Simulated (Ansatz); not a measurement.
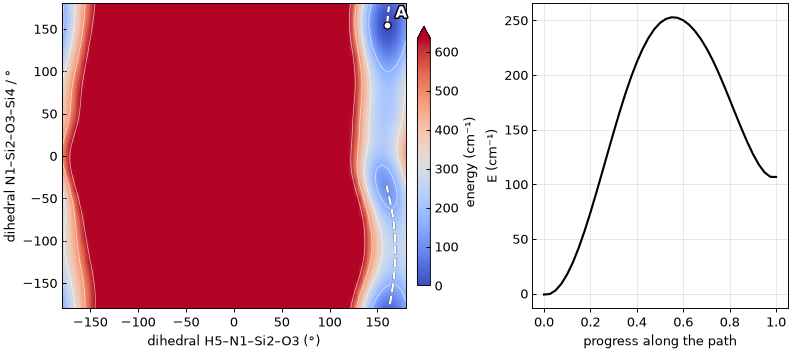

H6NOSi2, SMILES N[SiH]O[SiH3], spin multiplicity 2. Coordinates scanned: (1) dihedral H5–N1–Si2–O3; (2) dihedral N1–Si2–O3–Si4. Nothing is relaxed (all other coordinates rigid). The grid has 18 × 18 points. All energies are given in cm⁻¹ relative to the lowest grid point. All numbers below come from UKS PBE-D4/def2-SVP in Ansatz 0.2.0.

The picture shows a smooth colour map with a few white contour lines, a line along the lowest path, one colour for all values above the top of the scale, the energy along the path at the right, the start A. Between grid points the surface is interpolated.

> Describe the path and its barrier.

The easiest path leads from the well at about dihedral H5–N1–Si2–O3 = 160°, dihedral N1–Si2–O3–Si4 = 155° to the well at about dihedral H5–N1–Si2–O3 = 160°, dihedral N1–Si2–O3–Si4 = −35°, about 108 cm⁻¹ higher (on a rigid scan; wells that are mirror images or exchange like atoms can differ by this much). Its highest point lies about 250 cm⁻¹ above the bottom of the first well on the interpolated surface, at about dihedral H5–N1–Si2–O3 = 170°, dihedral N1–Si2–O3–Si4 = −110°. Seen from the upper well the barrier is about 146 cm⁻¹. The start is the relaxed structure and all else is held, so a fully relaxed path at this level can only be lower.
